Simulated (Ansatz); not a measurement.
The calculation's input:

```
crystal:
  periodic: [false, false, false]
  atoms:
    - {symbol: C, position_ang: [-2.157958, 0.435512, 0.114371]}
    - {symbol: C, position_ang: [-1.317793, -0.452603, -0.777959]}
    - {symbol: N, position_ang: [0.098656, -0.403131, -0.500694]}
    - {symbol: C, position_ang: [0.844511, -1.339755, -1.313603]}
    - {symbol: Ti, position_ang: [1.105458, 0.605293, 0.725831]}
    - {symbol: O, position_ang: [0.347270, 2.204804, 1.085802]}
    - {symbol: O, position_ang: [2.771885, 0.798717, 0.032643]}
    - {symbol: O, position_ang: [1.198847, -0.314711, 2.290146]}
    - {symbol: H, position_ang: [-1.883672, 1.485017, 0.001934]}
    - {symbol: H, position_ang: [-3.213946, 0.323768, -0.139875]}
    - {symbol: H, position_ang: [-2.036602, 0.164989, 1.167338]}
    - {symbol: H, position_ang: [-1.491510, -0.181029, -1.831267]}
    - {symbol: H, position_ang: [-1.658945, -1.495530, -0.677635]}
    - {symbol: H, position_ang: [1.914153, -1.280699, -1.101460]}
    - {symbol: H, position_ang: [0.709114, -1.130568, -2.383922]}
    - {symbol: H, position_ang: [0.515448, -2.372646, -1.131436]}
    - {symbol: H, position_ang: [0.042075, 2.553881, 1.923650]}
    - {symbol: H, position_ang: [3.359183, 1.554323, 0.056509]}
    - {symbol: H, position_ang: [0.811828, -1.160133, 2.516126]}
basis:
  gaussian: {orbitals: def2-TZVPP}
hamiltonian: {xc: pbe0, dispersion: d4}
output: {orbitals: {seedname: orbitals}}
```

Run with:

```sh
ansatz run in.yaml --threads 4 --pin off --events-out ev --progress --plain --max-ram 66560MiB --backend cuda --devices 0, --max-vram 37GiB
```

Geometry: PBE0-D4/def2-TZVP.

All numbers below come from RKS PBE0-D4/def2-TZVPP in Ansatz.

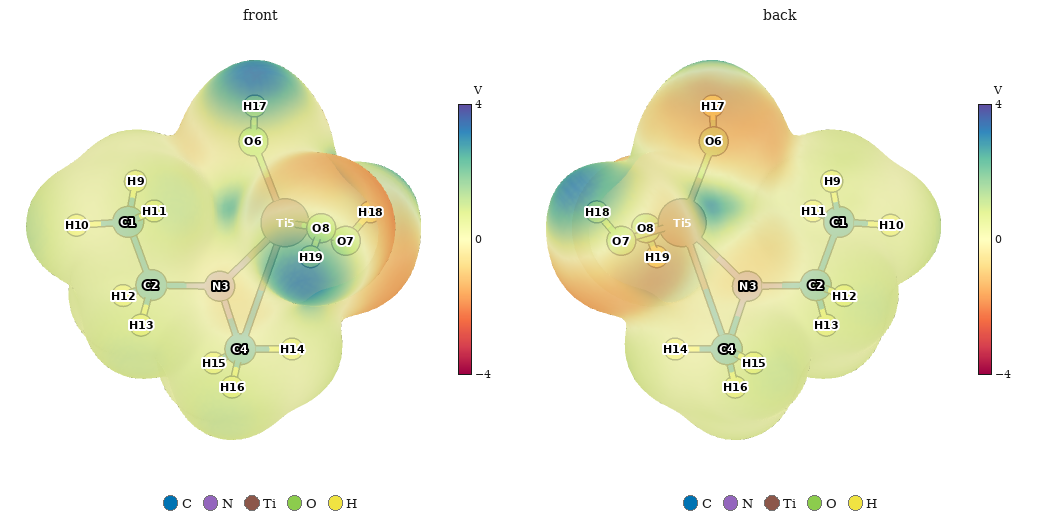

C3H11NO3Ti. The molecular electrostatic potential painted on the density surface at 0.004 e/bohr³, seen from the front and from behind; the colour scale runs from red (negative) to blue (positive).

> Describe the electrostatic potential map.

The most negative region (about −1.7 V, or −39 kcal/mol for a unit charge) lies over O8, the most positive (about +3.1 V, or +71 kcal/mol for a unit charge) over H17, H18 and H19. O8 is the likeliest acceptor of a hydrogen bond.
